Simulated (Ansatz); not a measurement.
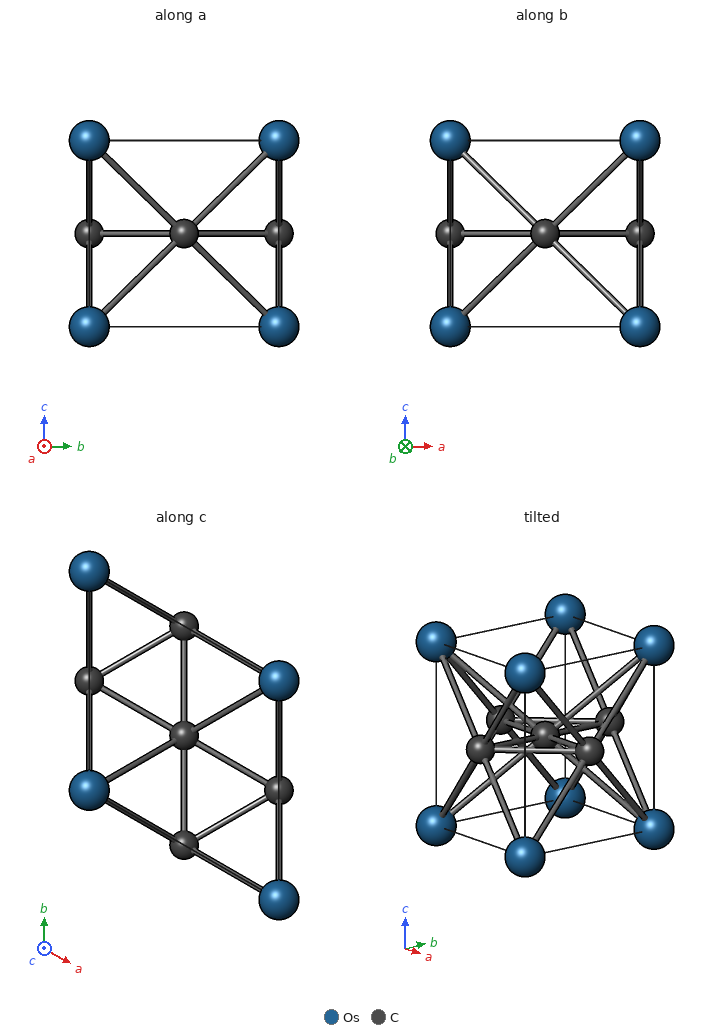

Drawn in the ball-and-stick manner and seen along the a axis, along the b axis, along the c axis and slightly off an axis. The wireframe shows the conventional unit cell.

Lattice parameters: a = 3.5220 Å, b = 3.5220 Å, c = 2.9938 Å, α = 90.000°, β = 90.000°, γ = 120.000°.

### Put the structure into a CIF with its space group and independent sites.

```cif
data_structure
_symmetry_space_group_name_H-M 'P 6/m m m'
_symmetry_Int_Tables_number 191
_cell_length_a 3.5220
_cell_length_b 3.5220
_cell_length_c 2.9938
_cell_angle_alpha 90.000
_cell_angle_beta 90.000
_cell_angle_gamma 120.000
_cell_volume 32.16
loop_
_atom_site_label
_atom_site_type_symbol
_atom_site_symmetry_multiplicity
_atom_site_Wyckoff_symbol
_atom_site_fract_x
_atom_site_fract_y
_atom_site_fract_z
_atom_site_occupancy
Os1 Os 1 a 0.0000 0.0000 0.0000 1
C1 C 3 g 0.5000 0.0000 0.5000 1
```

Origin of the cell: a random cell made by a generator, so it need not be a real form of the compound. What is shown is the relaxed result from DFT PBE, scalar-relativistic, plane waves, PAW (Ansatz 0.2.0).
